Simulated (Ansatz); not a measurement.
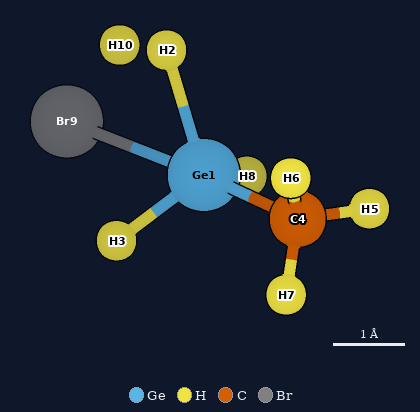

*The input geometry (ball-and-stick view, seen at a tilt; atoms are numbered from 1 in the order of the input). Sticks mark near contacts.*

# CH7BrGe: geometry relaxation (part 1 of 2)

The run: geometry relaxation of CH7BrGe. Method and program: RKS LDA/def2-SVP (Ansatz 0.2.0).

The input holds or restrains some coordinates. It belongs to a series of runs on one base structure; here: pulled along the bonds that form and break, towards end B. Figures and captions count atoms from 1; the log counts them from 0 in places.

Input file:
```yaml
crystal:
  periodic: [false, false, false]
  atoms:
    - { symbol: Ge, position_ang: [0.0, 0.0, 0.0] }
    - { symbol: H, position_ang: [0.0, 0.0, 1.9] }
    - { symbol: H, position_ang: [1.4616, 0.0, -0.5162] }
    - { symbol: C, position_ang: [-0.9232, 1.5994, -0.6527] }
    - { symbol: H, position_ang: [-1.9758, 1.3458, -0.8971] }
    - { symbol: H, position_ang: [-0.9048, 2.384, 0.1322] }
    - { symbol: H, position_ang: [-0.4128, 1.976, -1.5636] }
    - { symbol: H, position_ang: [-0.73, -1.2648, -0.5162] }
    - { symbol: Br, position_ang: [1.4092, -2.1399, 0.8514] }
    - { symbol: H, position_ang: [0.5283, -0.8023, 1.9922] }
basis:
  gaussian: { orbitals: def2-SVP }
hamiltonian:
  xc: lda
relax:
  f_tol: 0.15
  max_steps: 25
  restrain:
    - { distance: [0, 8], at: 2.4, k: 30.0 }
    - { distance: [9, 1], at: 0.66, k: 30.0 }
    - { distance: [0, 1], at: 2.75, k: 30.0 }
    - { distance: [9, 8], at: 2.75, k: 30.0 }
output:
  orbitals: {}
```

Launched with:
```bash
ansatz run input.yaml --threads 4 --pin off --max-ram 5120MiB --backend cpu --events-out ev --progress --plain --runs-dir out
```

Output:
```
The last accepted step is kept in [file] (removed where the run ends without a failure and the disk answers)
Engine: ansatz 0.2.0, aarch64-unknown-linux-gnu
Functional definition: SPW92
  exchange = slater_x
  correlation = pw_c
1260 factors; their error is unknown
mean field evaluation 1: about -127494.3136 eV, gradient 6.0e1 eV
mean field evaluation 2: about -127474.1412 eV, gradient 9.3e1 eV
mean field evaluation 4: about -127502.0420 eV, gradient 8.0e0 eV
mean field evaluation 8: about -127502.2442 eV, gradient 2.5e-1 eV
mean field evaluation 16: about -127502.1492 eV, gradient 1.9e-4 eV
mean field -127502.14916412 eV, -4685.6175577206 hartree, gradient 6.2e-5 eV, S^2 0.000000; 0 other end points of the search recorded, 0 dependent functions left out
the calculation of the forces begins
reference -127502.14919781 eV, -4685.6175589589 hartree; 40, 40 occupied and 73, 73 virtual orbitals, 1260 factors
relax step   1: F+E_penalty+E_count = -127502.14916412 eV  Δ(F+E_penalty+E_count) = +0.000e0 eV  max|allowed force component| = 1.835e0 eV/Å  E_restraint = 22.79430570 eV  max|allowed force component, restraints' pulls added| = 2.560e1 eV/Å  Δτ_max = 0.0000 Å  (27 SCF iters, accepted)
  distance Ge 0 - Br 8 = 2.7000 Å
  distance H 9 - H 1 = 0.9650 Å
  distance Ge 0 - H 1 = 1.9000 Å
  distance H 9 - Br 8 = 1.9664 Å
these checks for a lower state are left out or cut short: starts, cluster_reference, orbital_swaps, neighbouring_geometries, increment
1260 factors; their error is unknown
mean field -127501.99991970 eV, -4685.6120730893 hartree, gradient 2.1e-5 eV, S^2 0.000000; 0 other end points of the search recorded, 0 dependent functions left out
[... from here on the field's lines of each further geometry are left out, up to the last ...]
relax step   2: F+E_penalty+E_count = -127501.99991970 eV  Δ(F+E_penalty+E_count) = +1.492e-1 eV  max|allowed force component| = 1.445e0 eV/Å  E_restraint = 8.45786077 eV  max|allowed force component, restraints' pulls added| = 1.521e1 eV/Å  Δτ_max = 0.1942 Å  (39 SCF iters, accepted)
relax step   3: F+E_penalty+E_count = -127501.98924485 eV  Δ(F+E_penalty+E_count) = +1.067e-2 eV  max|allowed force component| = 3.592e0 eV/Å  E_restraint = 1.33022486 eV  max|allowed force component, restraints' pulls added| = 5.634e0 eV/Å  Δτ_max = 0.1946 Å  (33 SCF iters, accepted)
relax step   4: F+E_penalty+E_count = -127502.50991896 eV  Δ(F+E_penalty+E_count) = -5.207e-1 eV  max|allowed force component| = 3.275e0 eV/Å  E_restraint = 0.05219109 eV  max|allowed force component, restraints' pulls added| = 2.392e0 eV/Å  Δτ_max = 0.1985 Å  (29 SCF iters, accepted)
relax step   5: F+E_penalty+E_count = -127503.06885429 eV  Δ(F+E_penalty+E_count) = -5.589e-1 eV  max|allowed force component| = 2.244e0 eV/Å  E_restraint = 0.07082066 eV  max|allowed force component, restraints' pulls added| = 8.410e-1 eV/Å  Δτ_max = 0.1950 Å  (28 SCF iters, accepted)
relax step   6: F+E_penalty+E_count = -127503.58399770 eV  Δ(F+E_penalty+E_count) = -5.151e-1 eV  max|allowed force component| = 6.850e-1 eV/Å  E_restraint = 0.16617728 eV  max|allowed force component, restraints' pulls added| = 2.102e0 eV/Å  Δτ_max = 0.1913 Å  (27 SCF iters, accepted)
relax step   7: F+E_penalty+E_count = -127503.95293875 eV  Δ(F+E_penalty+E_count) = -3.689e-1 eV  max|allowed force component| = 8.615e-1 eV/Å  E_restraint = 0.13576192 eV  max|allowed force component, restraints' pulls added| = 1.380e0 eV/Å  Δτ_max = 0.1949 Å  (28 SCF iters, accepted)
relax step   8: F+E_penalty+E_count = -127504.17418508 eV  Δ(F+E_penalty+E_count) = -2.212e-1 eV  max|allowed force component| = 1.298e0 eV/Å  E_restraint = 0.09563276 eV  max|allowed force component, restraints' pulls added| = 3.627e-1 eV/Å  Δτ_max = 0.1948 Å  (27 SCF iters, accepted)
relax step   9: F+E_penalty+E_count = -127504.32097295 eV  Δ(F+E_penalty+E_count) = -1.468e-1 eV  max|allowed force component| = 1.382e0 eV/Å  E_restraint = 0.08649494 eV  max|allowed force component, restraints' pulls added| = 3.559e-1 eV/Å  Δτ_max = 0.1999 Å  (27 SCF iters, accepted)
relax step  10: F+E_penalty+E_count = -127504.38612592 eV  Δ(F+E_penalty+E_count) = -6.515e-2 eV  max|allowed force component| = 1.517e0 eV/Å  E_restraint = 0.08506897 eV  max|allowed force component, restraints' pulls added| = 2.280e-1 eV/Å  Δτ_max = 0.1996 Å  (25 SCF iters, accepted)
relax step  11: F+E_penalty+E_count = -127504.42977738 eV  Δ(F+E_penalty+E_count) = -4.365e-2 eV  max|allowed force component| = 1.672e0 eV/Å  E_restraint = 0.08455429 eV  max|allowed force component, restraints' pulls added| = 1.704e-1 eV/Å  Δτ_max = 0.1996 Å  (26 SCF iters, accepted)
the calculation of the forces begins
reference -127504.44097241 eV, -4685.7017801217 hartree; 40, 40 occupied and 73, 73 virtual orbitals, 1260 factors
relax step  12: F+E_penalty+E_count = -127504.44093861 eV  Δ(F+E_penalty+E_count) = -1.116e-2 eV  max|allowed force component| = 1.816e0 eV/Å  E_restraint = 0.08222216 eV  max|allowed force component, restraints' pulls added| = 2.477e-2 eV/Å  Δτ_max = 0.1166 Å  (26 SCF iters, accepted)
```

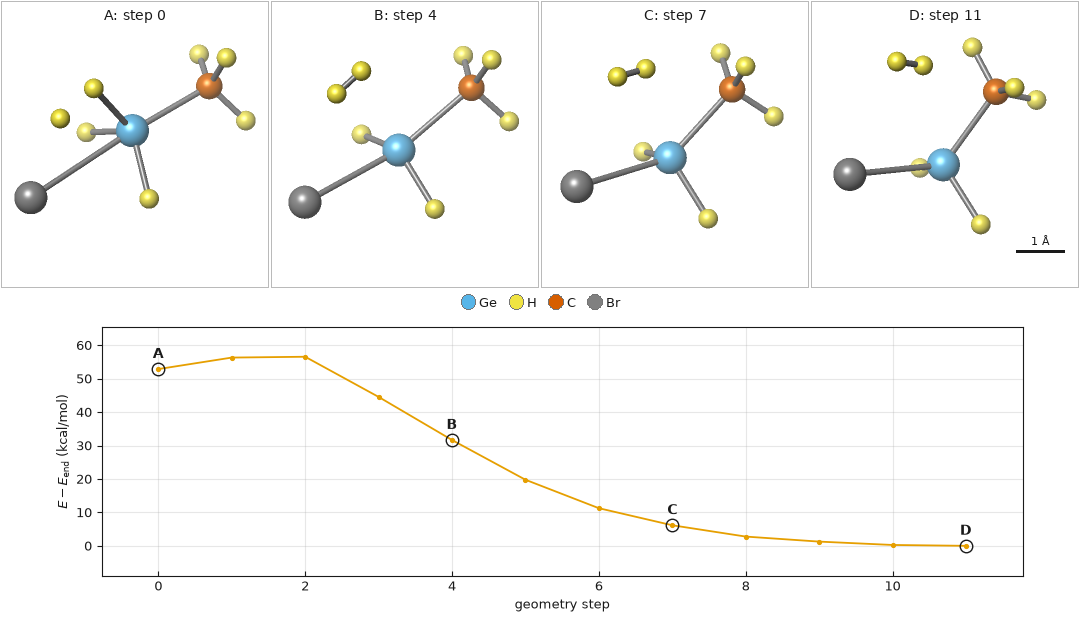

*Frames of the restrained relaxation (ball-and-stick view, seen at a tilt) above the curves, on which the letters mark them (the first geometry is step 0 here and step 1 in the log).*

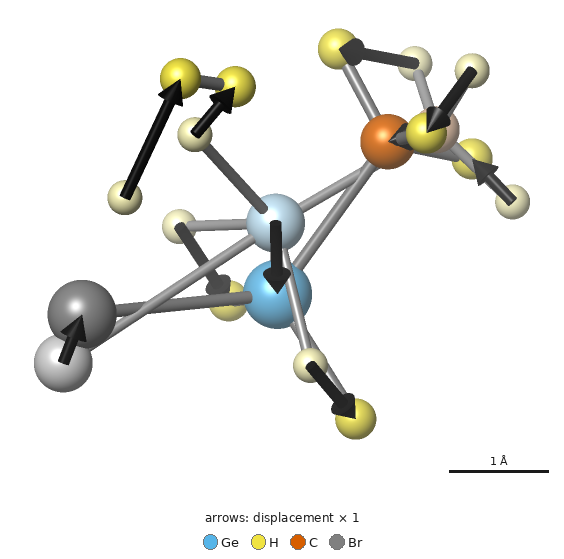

*Start (faint) and end (solid) with the displacements as black arrows, at true length (ball-and-stick view, seen at a tilt). The two geometries are laid on each other by the best rigid fit.*

After 11 geometry steps the energy has fallen by 52.8 kcal/mol. The largest force component goes from 1.8 to 1.8 eV/Å. H10 moves most after the best rigid fit: 1.35 Å. By element the largest moves are H 1.35 Å, Ge 0.85 Å, C 0.59 Å, Br 0.53 Å. Among the contacts that change: Ge1–H2 1.900 → 2.764 Å, Ge1–Br9 2.700 → 2.374 Å, H2–H10 0.965 → 0.728 Å, Ge1–C4 1.959 → 1.931 Å. New bonds form: H2–H10 (0.97 → 0.73 Å). Among the angles that change: C4–Ge1–Br9 176.6° → 119.4°, H3–Ge1–Br9 67.2° → 103.4°, H8–Ge1–Br9 72.8° → 103.7°. (Atoms are counted from 1 in the order of the input.)

```
  distance Ge 0 - Br 8 = 2.3737 Å
  distance H 9 - H 1 = 0.7276 Å
  distance Ge 0 - H 1 = 2.7643 Å
  distance H 9 - Br 8 = 2.7539 Å
1260 factors; their error is unknown
mean field -127504.44093861 eV, -4685.7017788797 hartree, gradient 1.2e-5 eV, S^2 0.000000; 1 other end points of the search recorded, 0 dependent functions left out
the calculation of the forces begins
reference -127504.44097241 eV, -4685.7017801217 hartree; 40, 40 occupied and 73, 73 virtual orbitals, 1260 factors
Total energy: -127504.44097241 eV, -4685.7017801217 hartree
Atom 0 at     0.317271    -0.346910    -0.713764 Å, force     0.359417    -0.616008     0.169217 eV/Å
Atom 1 at    -0.411945     0.449097     1.831019 Å, force    -0.524405     1.061096    -1.363338 eV/Å
Atom 2 at     1.634185     0.071858    -1.401958 Å, force     0.004881     0.000452    -0.018326 eV/Å
Atom 3 at    -0.685965     1.232246    -0.236237 Å, force    -0.023346     0.024770     0.005967 eV/Å
Atom 4 at    -1.664382     0.996369     0.226965 Å, force     0.007791    -0.004969    -0.003746 eV/Å
Atom 5 at    -0.114096     1.913815     0.422920 Å, force     0.004614     0.018160    -0.003743 eV/Å
Atom 6 at    -0.866058     1.746154    -1.207482 Å, force     0.000069    -0.014258     0.014091 eV/Å
Atom 7 at    -0.532866    -1.242518    -1.641189 Å, force     0.003001     0.000358    -0.004498 eV/Å
Atom 8 at     1.038432    -1.829787     0.993773 Å, force    -0.187418     0.394483    -0.611492 eV/Å
Atom 9 at    -0.262076     0.107875     2.455953 Å, force     0.355396    -0.864083     1.815866 eV/Å
Dipole moment:    -0.240273     0.440161    -0.253315 e Å
```

Trajectory as extended XYZ (Å, eV, eV/Å), 12 frames, from step=1 to step=12:
```
10
Properties=species:S:1:pos:R:3:forces:R:3 step=1 energy=-127502.14916
Ge    0.0000    0.0000    0.0000    0.1988  -0.1227  -0.8999
H     0.0000    0.0000    1.9000   -0.3094   0.4694  -0.7785
H     1.4616    0.0000   -0.5162   -0.2456   0.7031   0.1081
C    -0.9232    1.5994   -0.6527   -0.3595   0.1741   0.8939
H    -1.9758    1.3458   -0.8971    0.0130   0.0344   0.0919
H    -0.9048    2.3840    0.1322   -0.1099   0.2142  -0.1839
H    -0.4128    1.9760   -1.5636    0.2096  -0.1503   0.0716
H    -0.7300   -1.2648   -0.5162   -0.3799   0.3788   0.1918
Br    1.4092   -2.1399    0.8514    0.4759  -0.9560   1.8348
H     0.5283   -0.8023    1.9922    0.5070  -0.7449  -1.3297
10
Properties=species:S:1:pos:R:3:forces:R:3 step=2 energy=-127501.99992
Ge    0.0492   -0.0727   -0.1552    0.1679  -0.2668  -0.6560
H     0.0079   -0.0120    2.0937   -0.9484   1.4451   0.2612
H     1.4776    0.0083   -0.5248    0.8833   0.6656  -0.7360
C    -0.9223    1.5946   -0.6464   -0.0899  -0.1887   1.1441
H    -1.9755    1.3463   -0.8953    0.0461  -0.0633   0.1351
H    -0.9052    2.3854    0.1317   -0.0409   0.1330  -0.0985
H    -0.4121    1.9744   -1.5607    0.2155  -0.2120   0.1497
H    -0.7424   -1.2753   -0.5228   -0.8377  -0.4288  -0.5525
Br    1.4400   -2.1901    0.7249    0.0803  -0.2933   0.6341
H     0.4352   -0.6606    2.0849    0.5239  -0.7909  -0.2812
10
Properties=species:S:1:pos:R:3:forces:R:3 step=3 energy=-127501.98925
Ge    0.1185   -0.1791   -0.2957   -0.7730   1.0287   0.1238
H    -0.0205    0.0309    2.2677   -2.3674   3.5915   0.4930
H     1.5213    0.0221   -0.5609    1.6062   0.7881  -1.1778
C    -0.9129    1.5736   -0.6204    0.3016  -0.6551   0.4063
H    -1.9698    1.3421   -0.8875    0.1524  -0.1302   0.1967
H    -0.9040    2.3860    0.1341    0.0975  -0.0543   0.0921
H    -0.4089    1.9638   -1.5470    0.0456  -0.2464   0.3408
H    -0.7702   -1.3031   -0.5522   -1.1783  -0.9006  -0.9566
Br    1.4394   -2.1928    0.5697   -0.0113  -0.1958   0.7481
H     0.3597   -0.5452    2.2221    2.1267  -3.2261  -0.2665
```
